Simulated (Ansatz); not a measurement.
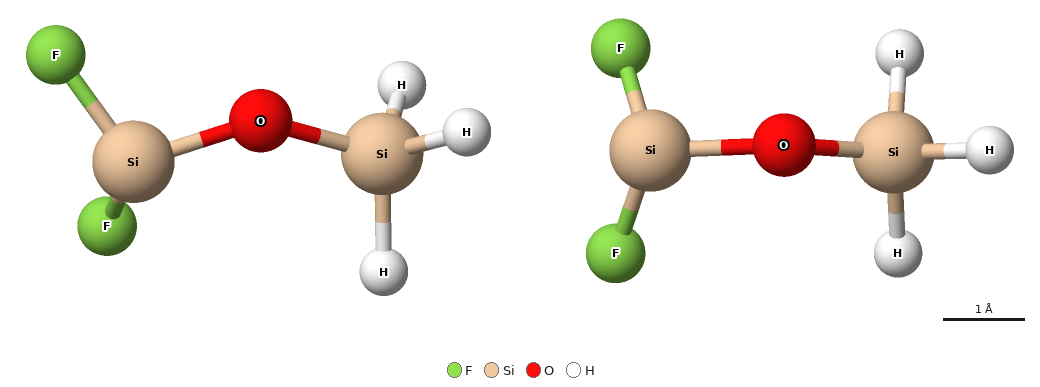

Two geometries of Si$_{2}$H$_{3}$OF$_{2}$ (multiplicity 2) (coarse preliminary run), drawn at one scale. One is the start of a relaxation, the other its converged end. Style: ball-and-stick. Shown face on.

All numbers below come from UKS PBE-D4/def2-SVP (Ansatz). (force threshold 0.03 eV/Å; at most 200 steps)

**Which of the two is the end point?**

The left one is the relaxed one. The start comes from a force field. Over 16 geometry steps the energy falls by 0.266 eV. The largest force component goes from 2.4 to 0.029 eV/Å. The forces were under the threshold at step 5, but the run went on from there. An F atom moves most after the best rigid fit: 1.03 Å. By element the largest moves are F 1.03 Å, H 0.61 Å, O 0.41 Å, Si 0.15 Å. Among the contacts that change: O–Si 1.613 → 1.691 Å, F–Si 1.571 → 1.632 Å, F–Si 1.588 → 1.637 Å, H–Si 1.470 → 1.499 Å. Bond angles that change, for instance: O–Si–H 110.9° → 107.7°, H–Si–H 107.1° → 110.2°, F–Si–O 111.6° → 108.8°. Groups turn about O–Si by about 80°, O–Si by about 30°. The run took roughly 50 core-seconds on a shared host.
